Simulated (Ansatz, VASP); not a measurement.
# Be: VASP beside Ansatz, part 2 of 2

Aim: how closely do two programs agree when they are given the same cell, functional and k mesh?  Valence electrons are named where the data sets of a main pair hold unlike numbers.

VASP 6.6.1 and Ansatz 0.2.0.

So far: The starting structure; VASP: band structure, PBEsol.

**3. Ansatz: band structure, PBEsol**

Level of this step: Ansatz beside VASP: Kohn-Sham DFT, plane waves, PBEsol (Ansatz).

Ansatz runs on its default PAW (the set named soft_2) files.

The same cell, functional, mesh and smearing now go to Ansatz, which takes its cutoff from its data sets.

input.yaml reads:

```yaml
crystal:
  lattice:
    - [2.5062419026, 0.0, 0.0]
    - [0.0, 2.5062419026, 0.0]
    - [0.0, 0.0, 21.7718466591]
  atoms:
    - { symbol: Be, position: [0.0, 0.0, 0.6960312739] }
    - { symbol: Be, position: [0.5, 0.5, 0.6417468603] }
    - { symbol: Be, position: [0.0, 0.0, 0.5851370181] }
    - { symbol: Be, position: [0.5, 0.5, 0.528778472] }
    - { symbol: Be, position: [0.0, 0.0, 0.471221528] }
    - { symbol: Be, position: [0.5, 0.5, 0.4148629819] }
    - { symbol: Be, position: [0.0, 0.0, 0.3582531397] }
    - { symbol: Be, position: [0.5, 0.5, 0.3039687261] }
hamiltonian:
  xc: pbesol
  pseudopotentials: { kind: paw }
kpoints:
  mp_grid: { grid: [9, 9, 1] }
  band_path:
    path:
      - [0.5, 0.5, 0.0]
      - [0.46154, 0.46154, 0.0]
      - [0.42308, 0.42308, 0.0]
      - [0.34615, 0.34615, 0.0]
      - [0.30769, 0.30769, 0.0]
      - [0.23077, 0.23077, 0.0]
      - [0.19231, 0.19231, 0.0]
      - [0.15385, 0.15385, 0.0]
      - [0.07692, 0.07692, 0.0]
      - [0.03846, 0.03846, 0.0]
      - [0.0, 0.0, 0.0]
      - [0.0, 0.03846, 0.0]
      - [0.0, 0.07692, 0.0]
      - [0.0, 0.15385, 0.0]
      - [0.0, 0.19231, 0.0]
      - [0.0, 0.26923, 0.0]
      - [0.0, 0.30769, 0.0]
      - [0.0, 0.38462, 0.0]
      - [0.0, 0.42308, 0.0]
      - [0.0, 0.46154, 0.0]
      - [0.0, 0.5, 0.0]
      - [0.03846, 0.5, 0.0]
      - [0.11538, 0.5, 0.0]
      - [0.15385, 0.5, 0.0]
      - [0.19231, 0.5, 0.0]
      - [0.26923, 0.5, 0.0]
      - [0.30769, 0.5, 0.0]
      - [0.38462, 0.5, 0.0]
      - [0.42308, 0.5, 0.0]
      - [0.5, 0.5, 0.0]
    npoints: 1
scf:
  occupations: { method: gaussian, width: 0.05 }
  n_extra_bands: 10
efield:
  axis: 3
  dipole_correction: true
  ramp_width: 0.04
output:
  forces: true
  eigenvalues: true
```

The run is started by

```console
$ ansatz run input.yaml --threads 4 --pin off --max-ram 9216MiB --backend cpu --events-out ev --progress --plain --runs-dir out
```

Numbers of over 12 decimals in the logs are rounded to 6 here.

The program printed:

```text
scf.n_extra_bands = 10 over 8 filled bands (N_el = 16.0): the run solves 18 bands
Engine: ansatz 0.2.0, x86_64-unknown-linux-gnu
Pseudopotentials: kind: paw
Pseudopotential: Be, paw, valence charge 2, recommended cutoff 420 eV (normal), Be.paw.azcp
Functional definition: PBEsol
  exchange = pbesol_x
  correlation = pbesol_c
Crystal: 8 atoms, lattice volume = 136.754 Å³
Basis set: ecut = 420 eV, 2649 PW (Γ), exchange–correlation on 36×36×300 points (8 copies of the dense FFT grid, shifted against one another)
Bands: 18, of which v1, the nominal top of the filled ones, is band 8 counted from 1 (7 counted from 0)
Symmetry: 8 space group operations
k-points: 15 of 81
Non-local potential: Be, projectors of the file, l = 0: 2, l = 1: 2, l = 2: 1
PAW form: soft (Blöchl's): semilocal exchange-correlation on the pseudo side does not see the compensation charge
PAW frozen core: Be, regenerated for the run's functional, and the local potential with it (the file was generated under x = pbe(κ = 0.804, μ = 0.219515), c = pbe(β = 0.066725))
PAW one-centre angular grid: Be, 110 points (default); XC on 64 Gauss nodes
Initial density: superposition of atomic densities (neutral atoms: chi_scale 0, normalization atom), corrected by the library's trained network
Initial wavefunctions: pseudopotential atomic-orbital guess
Functional: x = pbesol(κ = 0.804, μ = 0.123457), c = pbesol(β = 0.046)
SCF iter   1: F=—  HF=-720.573716 eV  |F-HF|=—  |Δ(HF+E_count)|=         —  Δρ=2.51e-3  dr2=2.28e-2  ethr=1.77e-3  p=0.000 e·Å  D=6.31e-14 V/Å  ΔV_dip=-0.00 eV  dr2_dipole=2.92e-12  V_vac-E_F(+/−)=3.13/3.13 eV  ⟨swp⟩=11.3  Hψ=2695  notcnv=0  defer=11
efield: sawtooth ramp at fractional position 0.9800 (placed from the atoms, in the widest stretch of the axis that holds none; the zero of the levels goes with the place), width 0.0400; the density the first Hamiltonian is built on has a dipole p = 0.000 e·Å; the dipole correction subtracts the counter field D = 6.31e-14 V/Å, which shifts the + side's vacuum level by -0.00 eV against the − side's; the planar-averaged density in the ramp window peaks in size at 2.5e-4 e/Å³
preconditioner: auto → LDOS  [insulator: Δε(μ)=0.201 eV  Ē_g=9.123 eV  σ=0.050 eV  W_gap=0.78  n_scr=12 (ndim 8)  ℏωp=12.7 eV  f_vac=0.419  D(μ)=1.02/eV (n_scr^D=8)  ε∞_Penn≈2.9  β→1.0]
SCF iter   2: F=—  HF=-720.574034 eV  |F-HF|=—  |Δ(HF+E_count)|=   3.18e-4  Δρ=4.92e-4  dr2=1.11e-3  ethr=1.43e-4  p=-0.000 e·Å  D=-1.99e-5 V/Å  ΔV_dip=0.00 eV  dr2_dipole=7.04e-8  V_vac-E_F(+/−)=3.27/3.27 eV  ⟨swp⟩=2.7  Hψ=549  notcnv=0  defer=50
SCF iter   3: F=—  HF=-720.574054 eV  |F-HF|=—  |Δ(HF+E_count)|=   2.00e-5  Δρ=1.24e-4  dr2=1.41e-4  ethr=6.92e-6  p=0.000 e·Å  D=2.49e-5 V/Å  ΔV_dip=-0.00 eV  dr2_dipole=2.44e-8  V_vac-E_F(+/−)=3.30/3.30 eV  ⟨swp⟩=2.4  Hψ=371  notcnv=0  defer=50
SCF iter   4: F=—  HF=-720.574043 eV  |F-HF|=—  |Δ(HF+E_count)|=   1.12e-5  Δρ=3.13e-5  dr2=5.48e-6  ethr=8.83e-7  p=-0.000 e·Å  D=-2.67e-6 V/Å  ΔV_dip=0.00 eV  dr2_dipole=8.12e-11  V_vac-E_F(+/−)=3.30/3.30 eV  ⟨swp⟩=2.4  Hψ=343  notcnv=0  defer=50
SCF iter   5: F=—  HF=-720.573837 eV  |F-HF|=—  |Δ(HF+E_count)|=   2.05e-4  Δρ=8.28e-6  dr2=2.97e-7  ethr=3.42e-8  p=0.000 e·Å  D=1.42e-6 V/Å  ΔV_dip=-0.00 eV  dr2_dipole=6.86e-10  V_vac-E_F(+/−)=3.29/3.29 eV  ⟨swp⟩=2.5  Hψ=368  notcnv=0  defer=50
SCF iter   6: F=-720.573837 eV  HF=-720.573837 eV  |F-HF|=5.47e-9  |Δ(HF+E_count)|=   2.05e-8  Δρ=1.49e-6  dr2=8.90e-9  ethr=6.25e-10  p=0.000 e·Å  D=3.81e-7 V/Å  ΔV_dip=-0.00 eV  dr2_dipole=1.14e-10  V_vac-E_F(+/−)=3.29/3.29 eV  ⟨swp⟩=12.5  Hψ=1685  notcnv=0
SCF 1 converged in 6 iterations: F = -720.573837 eV  dr2 = 8.90e-9
  greatest PAW one-centre occupation: 0.364 electrons in one spin orbital (limit 2), on the Be atom at site 1 (counted from 0), in its partial waves of l = 0
NSCF: frozen V_eff on 30 k-points
efield: sawtooth ramp at fractional position 0.9800 (kept from the solve that this one continues, or follows in the run), width 0.0400; the density the first Hamiltonian is built on has a dipole p = 0.000 e·Å; the dipole correction subtracts the counter field D = 3.81e-7 V/Å, which shifts the + side's vacuum level by -0.00 eV against the − side's; the planar-averaged density in the ramp window peaks in size at 2.5e-6 e/Å³
SCF converged after 6 iterations
Free energy (F): -720.573837 eV
Harris-Foulkes:  -720.573837 eV  (|F-HF|=5.47e-9)
Internal energy: -720.572304 eV  (E = F + TS)
E sigma→0 (E₀):  -720.573071 eV
Entropy (-TS):   -0.001533 eV (-0.192 meV/atom)
Fermi energy:    2.401100 eV
Dipole field:    D = -0.000017 V/Å  (p = -0.000013 e·Å, saw-weighted, corrected)
Work function:   Φ+ = 3.2941 eV   Φ− = 3.2937 eV
Levels:          The Fermi level and band energies are counted from a zero that moves with the ramp; work functions are not
--- Per-component energies (eV) ---
  E_band       = -49.358263
  E_kinetic    = 164.357587
  E_local      = -3963.379631  (includes V_loc(G=0)·N_el)
  E_nonlocal   = 34.412512
  E_hartree    = 1944.767221
  E_xc         = -154.885297
  E_vxc        = -163.627139  (∫ρ·V_xc dr)
  E_paw        = -457.566677  (= ΣΔE_a)
  E_vpaw       = -10.651664  (= ΣTr[D̂ρ^β])
  E_aug_tail   = -0.000005  (compensation charges beyond the density's cutoff)
  E_efield     = 0.000000  (sawtooth field / dipole correction)
  E_vefield    = 0.000000  (∫n·V_field dr)
  E_ewald      = 1711.645734
  E_core_change = 0.076251  (= ΣΔE_core)
  E_smearing   = -0.001533  (= −TS)
  E_closure    = -0.000000  (closes the sum)
  Σ components = -720.573837   (vs F -720.573837, Δ=0.00e0)
--- Forces (eV/Å), atoms counted from 1 ---
  atom   1  Be    -0.00000000     0.00000000    -0.00163103
  atom   2  Be    -0.00000000     0.00000000    -0.01737666
  atom   3  Be     0.00000000     0.00000000    -0.01009207
  atom   4  Be    -0.00000000     0.00000000     0.00367804
  atom   5  Be    -0.00000000     0.00000000    -0.00366842
  atom   6  Be    -0.00000000     0.00000000     0.01008932
  atom   7  Be     0.00000000     0.00000000     0.01737493
  atom   8  Be     0.00000000     0.00000000     0.00163003
  max |Σ_I F_I| component: 4.14e-6 eV/Å
--- Band table (eV; the first three rows and the last of 15) ---
  k-point 0: bands = [... 4 lower, -3.7228, -1.6423, 0.4020, 2.5712, 4.6112, 5.7350, 5.9601, 6.6308, ... 6 higher]
  k-point 1: bands = [... 4 lower, -3.5212, -1.4492, 0.5740, 2.6901, 4.6432, 4.6775, 5.8044, 6.1771, ... 6 higher]
  k-point 2: bands = [... 4 lower, -2.9544, -0.9831, 0.6482, 1.1953, 3.0929, 3.4143, 5.0671, 5.8685, ... 6 higher]
  k-point 14: bands = [... 4 lower, -0.8629, 0.1189, 0.8983, 2.2207, 2.4376, 2.8691, 3.1710, 3.1841, ... 6 higher]
```

Run time: 1.8 s. Hardware: 4 threads of Intel Xeon Platinum 8375C at 2.90GHz (Ice Lake), shared host; peak memory 0.4 GiB.

**4. Side by side**

Known differences besides the potentials themselves: the cutoff is 420 eV in Ansatz and 300 eV in VASP (PREC = Normal); Ansatz makes its cores anew for this functional, VASP keeps those of its PBE data sets; VASP leaves aspherical gradient terms in its spheres out (LASPH is not set), Ansatz keeps them. Total energies have different zeros and are not compared.

Compared:

| quantity | Ansatz | VASP | difference |
| --- | --- | --- | --- |
| work function, lower of the two faces (eV) | 3.29 | 3.30 | 0.00 |
| work function, higher of the two faces (eV) | 3.29 | 3.30 | 0.00 |

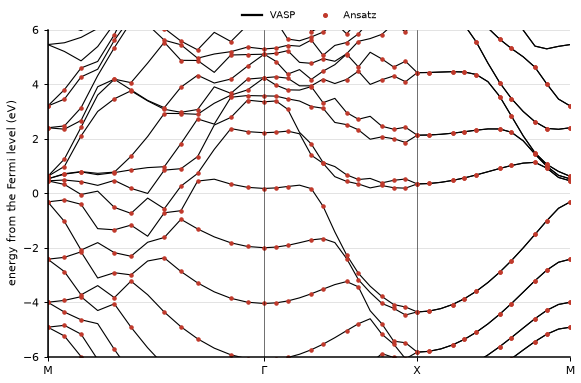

Bands from VASP (lines) and levels from Ansatz (dots). Dots without a line are higher empty bands that the VASP plot leaves out.

At this near-relaxed geometry the largest component of a force difference is 30 meV/Å. Levels from 3 eV below to 2 eV above the Fermi level differ by 4 meV r.m.s. and 10 meV at most; each VASP level is matched to the nearest of Ansatz, which flatters the figure a little. VASP's log warns that it found no field-free region in the vacuum, so its work functions are uncertain. With vacuum in the cell, a pressure given here is an average over mostly empty space and none of the material.

**5. Outcome**

* r.m.s. difference of levels near the Fermi level (band structure, PBEsol): 3.9 meV
* r.m.s. force difference (band structure, PBEsol): 9.3 meV/Å

What this shows: The r.m.s. force difference is 9.3 meV/Å (band structure, PBEsol), within the 12 meV/Å picked in this series as the mark of a large difference. Such differences can come from data sets, numerical settings and the points named under the comparisons, not from the functional's error against experiment.

[Lines on the potential files, build, host, timing and source positions are cut from VASP's logs without a mark.]

[Logs are printed without paths, hosts, clocks, repeated set-up lines and the standing remarks that a program may print on its own settings, such as how far it seeks lower states.]

[Hosts, paths, dates, database ids (printed as entryN), source tags and the programs' standing remarks are cut or masked in the printed files.]
